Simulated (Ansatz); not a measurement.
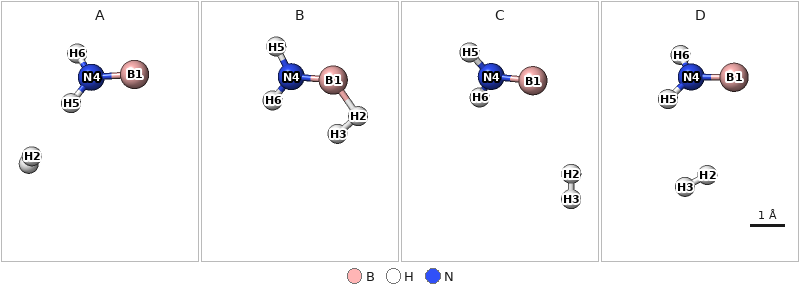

4 geometries from a converged minimum-energy path of BNH$_{4}$, shuffled. The picture is a ball-and-stick view, seen at a tilt.

Computed with Ansatz, RKS CAM-B3LYP-D4/def2-SVPD. Run with 5 movable images; climbing image; force threshold 0.03 eV/Å; iteration limit 60; starting path through a guess of the saddle point.

**One of them is the converged climbing image. Which?**

B. In order along the path, whose images run from 0 to 6: B (image 1, +4.18 eV), C (image 3, +3.63 eV), D (image 5, +3.62 eV), A (image 6, +3.60 eV). Breaking: B1–H2 (1.20 → 1.32 at the top → 4.03 Å), B1–H3 (1.20 → 1.66 at the top → 4.16 Å). Forming: H2–H3 (2.10 → 0.92 at the top → 0.76 Å).
